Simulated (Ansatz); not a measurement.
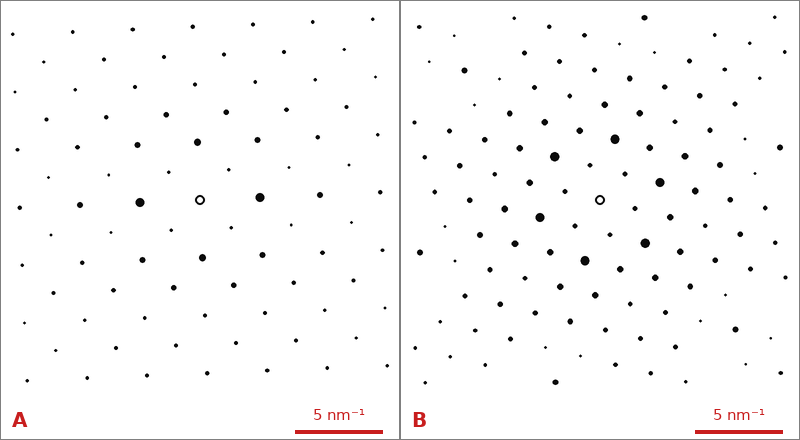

Kinematic electron diffraction patterns (200 kV, B = 0.5 Å², same scale, each along a low-index zone) of two structures of composition CaB3, each relaxed at zero pressure with DFT PBE, scalar-relativistic, plane waves, PAW in Ansatz 0.2.0.

The structures (standard cells):
1. P6_3/mmc (No. 194), a = 5.562 Å, c = 3.383 Å (hexagonal axes), 8 atoms; generated start, possibly hypothetical
2. Immm (No. 71), a = 3.033 Å, b = 5.788 Å, c = 6.022 Å, 8 atoms; generated start, possibly hypothetical

**Which pattern belongs to which structure, and along which zone?**

A is structure 2 along [100]: centred rectangular net of 0 1 -1 (weak) at d = 4.17 Å and 0 1 1 (weak) at d = 4.17 Å, 87.7° apart. B is structure 1 along [001]: hexagonal net of 1 -1 0 at d = 4.82 Å and 1 0 0 at d = 4.82 Å, 60.0° apart (some points of this net are extinct or too weak to see).

**Rank the structures by their computed energy.**

Structure 2 (Immm, 13.21 Å³ an atom) is the lowest of these; structure 1 (P6_3/mmc, 11.33 Å³ an atom) lies about 53 meV an atom higher. These are static energies at 0 K; other structures, not shown, may lie lower still.
